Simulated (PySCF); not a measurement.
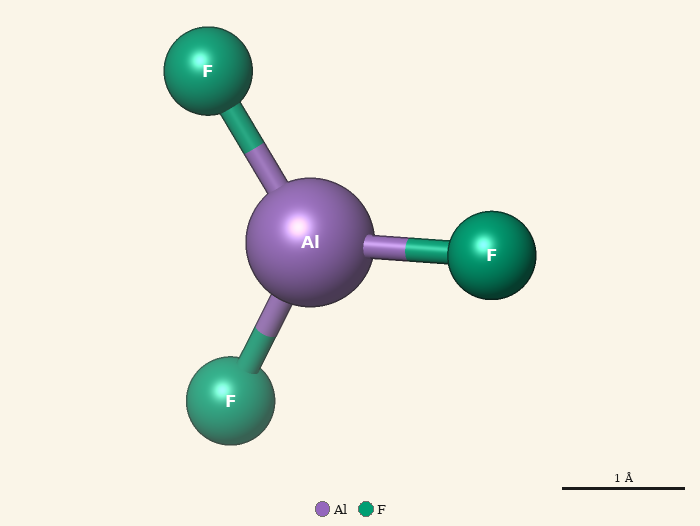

Depth is shown by fading: the farther an atom, the more it takes the colour of the background. The geometry was computed by an optimisation with PBE0-D3(BJ)/def2-SVP. No frequency run is at hand to confirm it as a minimum. Masses are those of the most abundant isotopes; constants are for the rigid equilibrium geometry.

### Classify the rotor and give the rotational constants (cm⁻¹).

An oblate symmetric top (D3h): A = B = 0.219, C = 0.110 cm⁻¹.
